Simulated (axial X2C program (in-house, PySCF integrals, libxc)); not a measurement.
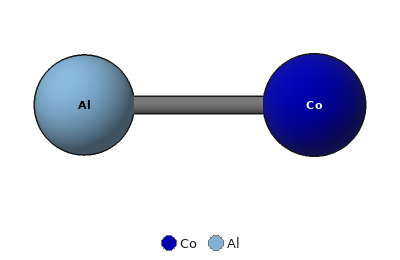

*The molecule at the reference distance of 2.422 Å.*

## Run report: CoAl, relativistic diatomic calculation

- system: CoAl, single determinant with M_S = 1 and |Λ| = 2.
- method: r2SCAN0, spin-free X2C-1e, Co dyall-cv3z, Al dyall-v3z (cores contracted) (axial X2C program (in-house, PySCF integrals, libxc))

## Input
```
{"zs": [27, 13], "q": 0, "bas": ["dyall-cv3z", "dyall-v3z"], "levels": ["PBE0", "HF", "r2SCAN0"], "cc": true, "r0": 2.37, "thr": -2.0, "nmax": 90, "npts": 10, "nst": 2, "ntry": 6}
```

The line is the task of a batch: nuclear charges, charge, bases, the levels to run, a first guess of the distance and further settings. This report covers r2SCAN0 without spin-orbit coupling. The log is that of the reference distance 2.422 Å.

Launched within a batch (the task file carries these settings):
```bash
python <driver script> task.json out
```

## The program's output
```
spin-free X2C-1e  r2SCAN0
basis functions 157  fitting functions 906  grid points 5080
iter        total energy     max residual
   1      -1636.022164680     2.99e-02
   2      -1636.023410720     1.26e-02
   3      -1636.015224484     4.48e-02
   4      -1636.024169335     2.68e-03
   5      -1636.024256195     6.04e-04
   6      -1636.024317499     5.19e-04
   7      -1636.024402864     5.04e-04
   8      -1636.024428676     1.47e-04
   9      -1636.024429705     9.34e-05
  10      -1636.024429856     4.05e-05
  11      -1636.024429873     2.46e-05
  12      -1636.024429879     7.80e-06
  13      -1636.024429880     2.94e-06
converged
one-electron -2421.71728754  Coulomb 787.58109681  exact exchange -19.17313238  xc functional -59.40428969  nuclear repulsion 76.68918292
```

## The points of the curve

| R (Å) | E (hartree) | dipole (D; origin at the first atom, positive when the second is positive) | highest filled (eV) | lowest empty (eV) |
| --- | --- | --- | --- | --- |
| 2.107 | −1636.010638 | −0.77 | −4.91 | −2.02 |
| 2.204 | −1636.018900 | −0.65 | −4.96 | −1.97 |
| 2.277 | −1636.022384 | −0.54 | −4.99 | −1.94 |
| 2.349 | −1636.024094 | −0.41 | −5.01 | −1.92 |
| 2.422 | −1636.024430 | −0.26 | −5.02 | −1.91 |
| 2.507 | −1636.023511 | −0.08 | −4.93 | −1.90 |
| 2.591 | −1636.021542 | 0.12 | −4.78 | −1.92 |
| 2.700 | −1636.017958 | 0.40 | −4.61 | −1.95 |
| 2.834 | −1636.012569 | 0.75 | −4.42 | −1.99 |
| 3.027 | −1636.003886 | 1.27 | −4.19 | −2.06 |

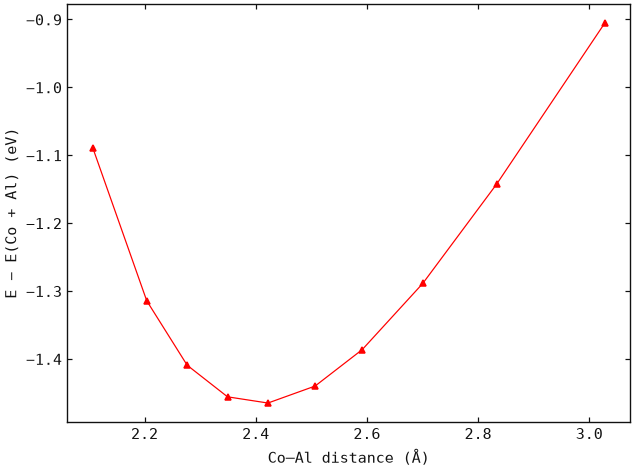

*Energy at 10 bond lengths, for one set of occupations held fixed; the line joins the points.*

A polynomial of degree 6 through 9 points gives rₑ = 2.406 Å, ωₑ = 290.5 cm⁻¹, ωₑxₑ = 1.3 cm⁻¹ and Bₑ = 0.1573 cm⁻¹. The minimum lies 1.47 eV below Co + Al, each computed as one determinant at the same level.

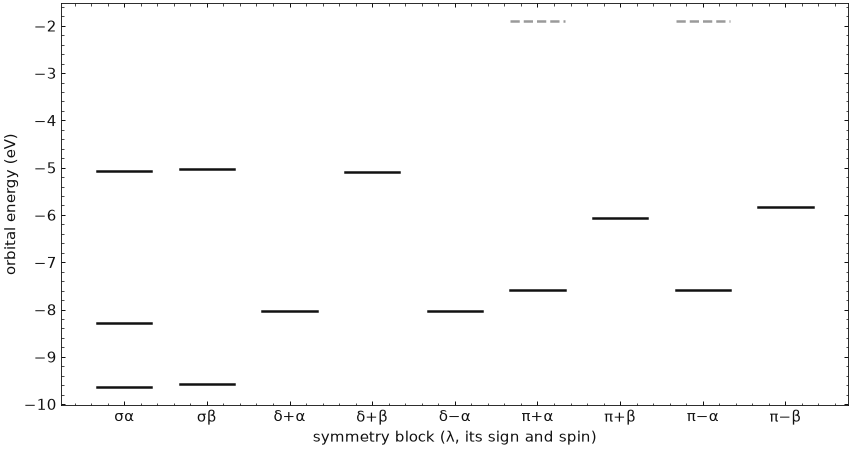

*Orbital energies near the frontier at 2.42 Å, filled (solid) and empty (dashed); a label such as π−α means λ = −1 and α spin.*

The highest filled orbital (σβ; 64 % Al p, 22 % Co s) lies at −5.02 eV, the lowest empty one (π+α; 71 % Al p, 26 % Co p) at −1.91 eV.

## Results in brief

- outcome: converged
- bond length rₑ: 2.406 Å
- ωₑ: 290.5 cm⁻¹
- energy at the minimum: −1636.02446 hartree
- depth below the fragments: 1.47 eV
- largest ⟨S²⟩ along the curve: 2.31
- hardware: 1 thread of Arm Neoverse V1, 24 GiB of memory available, shared host
- wall time: 6.7 s
- peak memory: 0.73 GiB

## Remarks

⟨S²⟩ reaches 2.31 where a pure state of this multiplicity has 2.00, so the determinant is spin-contaminated.
